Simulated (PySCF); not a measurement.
# CoCl₂: relaxation and vibrations of the quartet

Aim: relax CoCl₂ as a quartet from a linear start, check by its vibrations whether the end is a minimum, and collect its spectrum and constants.

Program: PySCF 2.14.0. Level of theory: PBE0, basis Co def2-TZVP, Cl def2-TZVP, no relativity, density fitting. These are calculated values, not measurements.

## Step 1: Where the work starts

3 atoms, charge 0, spin multiplicity 4.

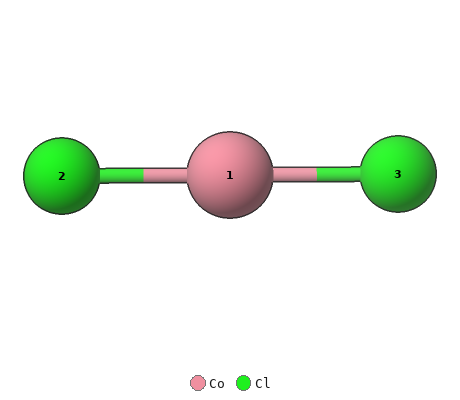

The starting geometry (cobalt pink, chlorine green); atoms are numbered from 1 in the order of the file.

Z-matrix (Å, degrees; charge 0 multiplicity 4):
```
Co
Cl 1 2.1000
Cl 1 2.1000 2 180.00
```

## Step 2: Finding the electronic state

One driver script runs all steps and calls PySCF; scf.py shows how it sets up the SCF of each step. The optimiser is the driver's own. After this first run the driver tries any further starts and a stability analysis.

Contents of scf.py:

```python
from pyscf import gto, scf, dft
mol = gto.M(atom='''
Co     0.000000     0.000000     0.000000
Cl     0.000000     0.000000     2.100000
Cl     0.000000     0.000000    -2.100000''',
    basis={'Co': 'def2-TZVP', 'Cl': 'def2-TZVP'},
    charge=0, spin=3)
mf = dft.UKS(mol, xc='PBE0')
mf.grids.atom_grid = (50, 194)
aux = {'Co': 'def2-universal-JKFIT', 'Cl': 'def2-universal-JKFIT'}
mf = mf.density_fit(auxbasis=aux)
mf.conv_tol = 1e-08
mf.diis_space = 10
mf.max_cycle = 60
mf.init_guess = 'minao'
mf.verbose = 4
mf.kernel()
```

Run with:

```sh
> OMP_NUM_THREADS=4 python axn.py task.json out
```

What it wrote:

```text
init E= -2301.79926192764
cycle= 1 E= -2285.49677673707  delta_E= 16.3  |g|= 5.81  |ddm|= 13.3
[... the frontier-level lines of each cycle are left out ...]
cycle= 2 E= -2225.10989524643  delta_E= 60.4  |g|= 14.2  |ddm|= 16.7
cycle= 3 E= -2278.30475483016  delta_E= -53.2  |g|= 9.73  |ddm|= 7.32
cycle= 4 E= -2286.05820865466  delta_E= -7.75  |g|= 8.07  |ddm|= 1.67
cycle= 5 E= -2295.56867969217  delta_E= -9.51  |g|=  5.4  |ddm|= 3.35
cycle= 6 E= -2297.19515896989  delta_E= -1.63  |g|= 4.43  |ddm|= 0.508
cycle= 7 E= -2302.42896112412  delta_E= -5.23  |g|= 0.839  |ddm|= 2.11
cycle= 8 E= -2302.71566332799  delta_E= -0.287  |g|= 0.39  |ddm|= 0.752
cycle= 9 E= -2302.74368370993  delta_E= -0.028  |g|= 0.194  |ddm|= 0.181
cycle= 10 E= -2302.75423236303  delta_E= -0.0105  |g|= 0.0674  |ddm|= 0.0873
cycle= 11 E= -2302.75548678343  delta_E= -0.00125  |g|= 0.0129  |ddm|= 0.0331
cycle= 12 E= -2302.75555356139  delta_E= -6.68e-05  |g|= 0.0106  |ddm|= 0.0136
cycle= 13 E= -2302.75559335343  delta_E= -3.98e-05  |g|= 0.00277  |ddm|= 0.00637
cycle= 14 E= -2302.75559840343  delta_E= -5.05e-06  |g|= 0.000996  |ddm|= 0.00284
cycle= 15 E= -2302.75560058419  delta_E= -2.18e-06  |g|= 0.000891  |ddm|= 0.00155
cycle= 16 E= -2302.75558447568  delta_E= 1.61e-05  |g|= 0.000501  |ddm|= 0.0164
cycle= 17 E= -2302.75558126382  delta_E= 3.21e-06  |g|= 0.00012  |ddm|= 0.0101
cycle= 18 E= -2302.75558121782  delta_E= 4.6e-08  |g|= 4.24e-05  |ddm|= 0.00151
cycle= 19 E= -2302.7555812183  delta_E= -4.83e-10  |g|= 6.09e-06  |ddm|= 3.3e-05
Extra cycle  E= -2302.75558121834  delta_E= -3.59e-11  |g|= 1.05e-05  |ddm|= 1.13e-05
converged SCF energy = -2302.75558121834  <S^2> = 3.7601198  2S+1 = 4.0050567
```

This step, with its further starts and checks, ran for 23 s (4 threads of Intel Xeon at 2.70GHz, shared host).

The starts that the driver tried:

```csv
start,energy (Eh)
the minimal-basis guess,-2302.755581
a thermally smeared density,-2302.755581
a smeared PBE density,-2302.776553
```

The first run landed in a state that is too high. Following the other starts and the instabilities gains 55.1 kJ/mol (-2302.77655 Eh), and the work goes on from there.

## Step 3: Linear start, quartet: relaxation

The program finds D∞h symmetry in the start, which this walk keeps. Threshold on the gradient: 0.0003 Eh/bohr, with a further test on the energy change.

Edit scf.py of step 2 so:

```diff
@@ -15 +14,0 @@
-mf.init_guess = 'minao'
```

The optimiser's trace:

```csv
step,energy (Eh),change (kJ/mol),largest symmetric gradient (Eh/bohr)
0,-2302.776553,0.00,0.00322
1,-2302.776610,-0.15,0.00118
2,-2302.776618,-0.17,0.00003
```

The walk took 7.5 s.

Geometry (Å) and forces (eV/Å) at some steps:

```
step 0
Co   0.000   0.000   0.000   0.000   0.000   0.000
Cl   0.000   0.000   2.100   0.000   0.000  -0.166
Cl   0.000   0.000  -2.100   0.000   0.000   0.166
step 1
Co   0.000   0.000   0.000   0.000   0.000   0.000
Cl   0.000   0.000   2.093   0.000   0.000  -0.061
Cl   0.000   0.000  -2.093   0.000   0.000   0.061
step 2
Co   0.000   0.000   0.000   0.000   0.000   0.000
Cl   0.000   0.000   2.089   0.000   0.000   0.002
Cl   0.000   0.000  -2.089   0.000   0.000  -0.002
```

After 2 steps and 0.2 kJ/mol it ends at D∞h: Co–Cl 2.089 Å (×2); Cl–Co–Cl 180.0°.

## Step 4: Hessian and properties

The point is checked on the finer grid, and tightened if its gradient asks for it. The Hessian and the dipole derivatives come from central differences of analytic gradients, with steps of 0.02 bohr.

Edit scf.py of step 3 so:

```diff
@@ -3,3 +3,3 @@
-Co     0.000000     0.000000     0.000000
-Cl     0.000000     0.000000     2.100000
-Cl     0.000000     0.000000    -2.100000''',
+Co     0.000000    -0.000000     0.000000
+Cl    -0.000000     0.000000     2.089402
+Cl     0.000000    -0.000000    -2.089402''',
@@ -9 +9 @@
-mf.grids.atom_grid = (50, 194)
+mf.grids.atom_grid = (75, 302)
@@ -12 +12 @@
-mf.conv_tol = 1e-08
+mf.conv_tol = 1e-10
```

This SCF starts from the last density.

Log of the central SCF (cycles and frontier levels):

```text
init E= -2302.77654997283
[... the frontier-level lines of each cycle are left out ...]
cycle= 1 E= -2302.77654997282  delta_E= 1.46e-11  |g|= 8.32e-06  |ddm|= 6.19e-06
Extra cycle  E= -2302.77654997269  delta_E= 1.31e-10  |g|= 2.45e-05  |ddm|= 1.47e-05
converged SCF energy = -2302.77654997269  <S^2> = 3.7611356  2S+1 = 4.005564
```

The whole step took 35 s.

Geometry: D∞h; Co–Cl 2.089 Å (×2); Cl–Co–Cl 180.0°.

Harmonic modes (main isotopes):

| symmetry | ω (cm⁻¹) | IR (km/mol) | type |
| --- | --- | --- | --- |
| πu | 76 | 24.1 | bend |
| σg+ | 353 | 0.0 | stretch |
| σu+ | 509 | 139 | stretch |

Every mode is real; the point is a minimum.

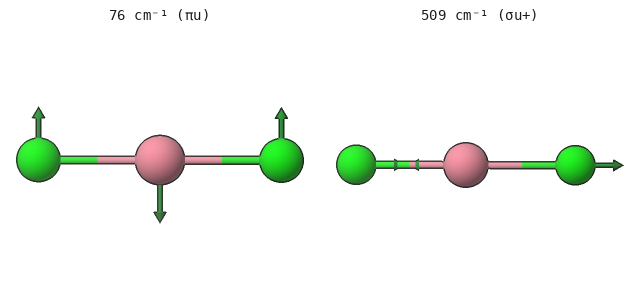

Displacements of 2 of the modes, as arrows (one member where a mode is degenerate).

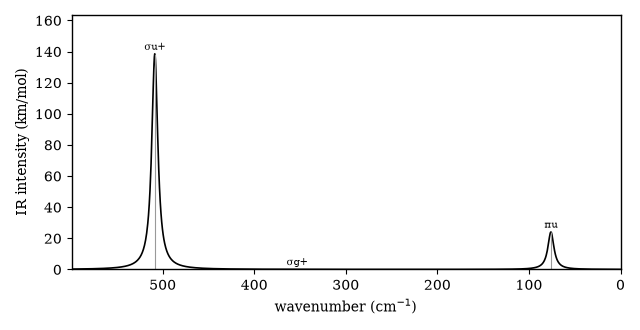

The harmonic infrared spectrum (widths in cm⁻¹). Lines are broadened to a width of 8 cm⁻¹ (Lorentzian).

Constants and moments:

```yaml
Dipole_moment: 0.00 D
Highest_occupied_level: -8.93 eV
Lowest_empty_level: -3.97 eV
Rotational_constants: 0.05521 cm⁻¹
Zero-point_energy: 6.1 kJ/mol
Principal_polarisabilities: 32.1, 32.1, 79.9 bohr³
Atomisation_energy_without_zero-point_energy: 774 kJ/mol
Principal_traceless_quadrupole_moments_about_the_centre_of_mass: -8.41, 4.20, 4.20 D Å
Entropy_at_298.15_K_and_1_bar_electronic_part_spin_only: 292.8 J/(mol K)
Heat_capacity_Cp_at_298.15_K: 57.3 J/(mol K)
Enthalpy_at_298.15_K_above_0_K: 14.29 kJ/mol
Rotational_symmetry_number: 2
Spin_squared_⟨S²⟩: 3.761
```

Populations by atom (charges in e):

```csv
atom,Mulliken,Löwdin,polar tensor,spin (Mulliken),Mayer order to Co1
Co1,0.70,-0.05,1.13,2.72,–
"Cl2,3",-0.35,0.03,-0.56,0.14,1.12
```

Mulliken populations on Co1: s 6.65, p 12.35, d 7.29, f 0.00.

## Step 5: Summary of results

| quantity | value |
| --- | --- |
| minimum | quartet, D∞h |
| geometry | Co–Cl 2.089 Å (×2); Cl–Co–Cl 180.0° |
| wavenumbers (cm⁻¹) | 76 (πu), 353 (σg+), 509 (σu+) |
| dipole moment | 0.00 D |
| highest occupied, lowest empty level (either spin) | -8.93, -3.97 eV |
| polar-tensor charge of Co1 | +1.13 e |
| zero-point energy | 6.1 kJ/mol |
| entropy at 298.15 K | 292.8 J/(mol K) |
| atomisation energy (no zero-point energy) | 774 kJ/mol |
| ⟨S²⟩ | 3.761 |

The linear start keeps its D∞h symmetry and ends in a minimum. The strongest infrared band lies at 509 cm⁻¹ (σu+, stretch). Co1 has a polar-tensor charge of +1.1 e (a dipole derivative, not a static charge), yet symmetry cancels the bond dipoles. Most of the spin sits on Co1 (Mulliken spin 2.72, against 3 for the whole molecule). The first SCF alone would have been 55 kJ/mol too high. Only this shape and spin were tried, so other structures or states may lie lower. One determinant may miss the lowest occupation of an open d or f shell.

The search up to here took 66 s.
